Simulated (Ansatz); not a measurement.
Method: PBE (plane waves to 420 eV, PAW; Ansatz, a first-principles code).

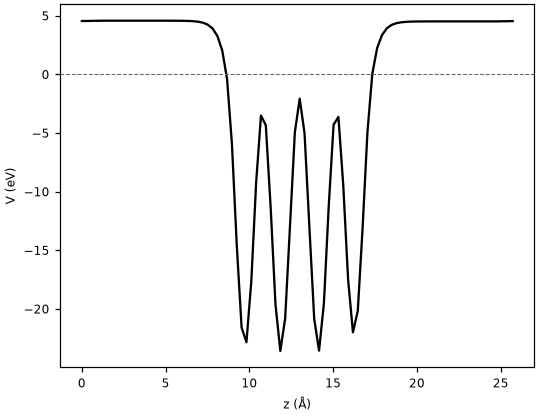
Figure: Planar average of the electrostatic potential across the slab, in eV from the Fermi level, for Co on a Mo site (surface) in a 3x3 cell of the 1x1 (110) surface of bcc Mo

Set-up: 36 atoms, 6.5 Å thick at the start (thin: gaps and levels are the slab's own); mesh 4x4x1; 0.1 eV smearing; dipole correction on; 9 atoms held, the rest relaxed; symmetry of the start imposed; spin-polarised, no spin-orbit, no U.

The vacuum level lies 4.52 eV above the Fermi level over the top face and 4.58 eV above it under the bottom face.
